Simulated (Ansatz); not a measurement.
**Exact exchange and the HOMO–LUMO gap of KI (Potassium Iodide)**

KI: 2 atoms, total charge 0, spin state singlet. As SMILES, `[K][I]`. Geometry: the measured bond length.

The HOMO–LUMO gap y, in eV, basis def2-TZVPPD with a core potential; a is the functional's share of exact exchange. Programs: Ansatz 0.2.0.

```
functional  program     a  y (eV)
    revPBE   Ansatz     0    2.37
      BLYP   Ansatz     0    2.27
     B3LYP   Ansatz   0.2    3.50
      PBE0   Ansatz  0.25       ?
   r2SCAN0   Ansatz  0.25    4.58
     BHLYP   Ansatz   0.5    5.12
```

Problem. Fit y = c + s·a to the known rows and predict PBE0.

Solution. 
1. Means of the 5 rows: a = 0.1900, y = 3.568.
2. Σ(Δa)² = 0.172, Σ(Δa·Δy) = 1.0154, so the slope is 1.0154/0.172 = 5.9035.
3. Intercept: 3.568 − (5.9035) × 0.1900 = 2.446. The largest residual of the fit is 0.66.
4. PBE0: 2.446 + (5.9035) × 0.25 = 3.92 eV.

The run gave 4.00 eV, so the prediction is off by -0.08 eV, within the scatter of the fit. Exact exchange lowers occupied levels and raises empty ones.

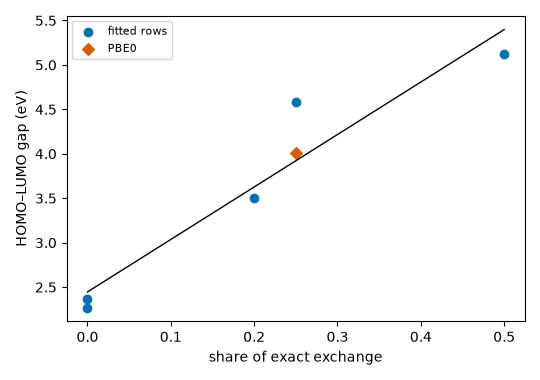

The fitted line, with the withheld row.
